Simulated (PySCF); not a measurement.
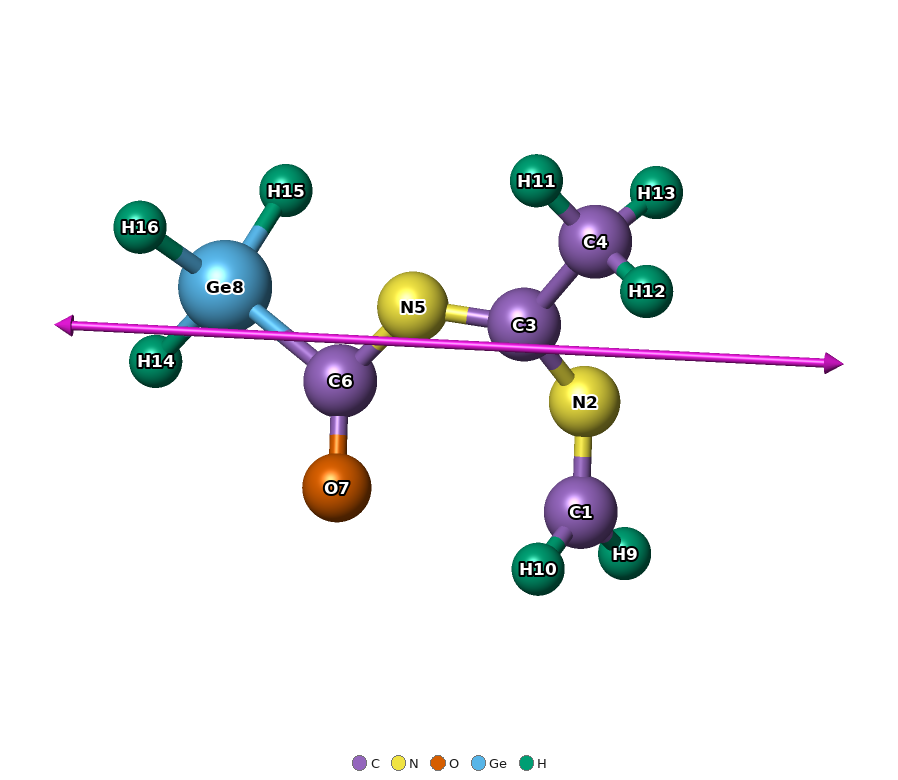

The double arrow shows the direction of the transition dipole to excited singlet state 5 (its length means nothing). Computed geometry: GFN2-xTB optimisation. No frequency run is at hand to confirm it as a minimum. Level of theory: TDDFT CAM-B3LYP/def2-SVPD, vertical, gas phase, core orbitals frozen in the response (PySCF 2.14.0).

> How is the transition polarised?

Nearly parallel to the C3–N5 bond.

> Give its energy, strength and character.

5.61 eV (221 nm), oscillator strength 0.15, mainly HOMO−2 → LUMO (weight 0.55); transition dipole 2.67 D.

The geometry is semi-empirical. Around Ge such bond lengths and angles can be off by a tenth of an ångström or more and by several degrees, and values that hang on the shape move with them.
